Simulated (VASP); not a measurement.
Band structure of TaSi (relaxed from the wurtzite structure, space group P6_3/mmc). Method: PBE GGA, VASP's PBE PAW potentials (set 64) (plane waves; VASP).

Unless said otherwise, spin-orbit coupling is left out, though it shifts the bands of the heavy elements here.

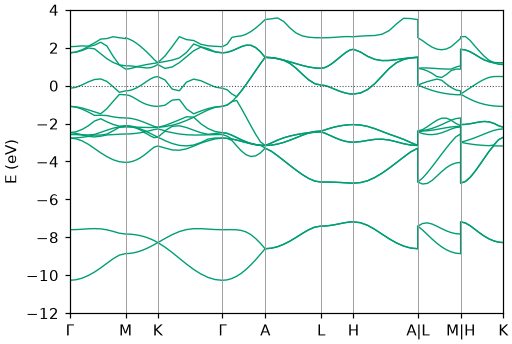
Figure: Bands along high-symmetry lines, zero at the valence-band maximum or, without a gap, the Fermi level

Question: Read the plot: is there a gap, and where are the band edges?

Answer: It has no gap at this level: it comes out as a metal or semimetal. (Edges off the drawn lines would not show.)

The structure was generated: TaSi was put into the wurtzite type (P6_3mc), which need not be its known phase. It was relaxed first, which changed the volume by -39 %. The relaxed cell has space group P6_3/mmc.
